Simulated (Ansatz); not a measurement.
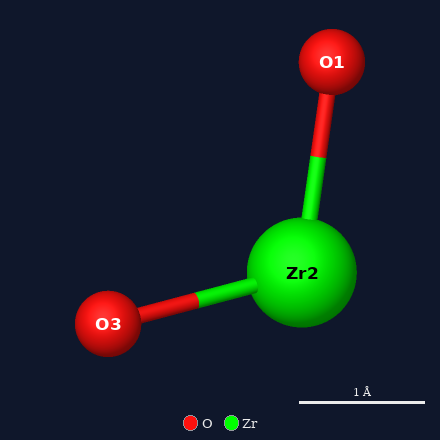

Figure made from data computed with Ansatz.

Orthographic view with a scale bar. Charge 0, singlet. Geometry: atoms displaced at random (about 0.04 Å) from a stationary point of PBE0-D4.

Give an XYZ file in the frame of the picture: x to the right, y up, z towards the viewer, origin at the mean of the atomic positions.

```xyz
3
ZrO2
O    0.68   1.26  -0.15
Zr   0.44  -0.42  -0.29
O   -1.11  -0.84   0.44
```
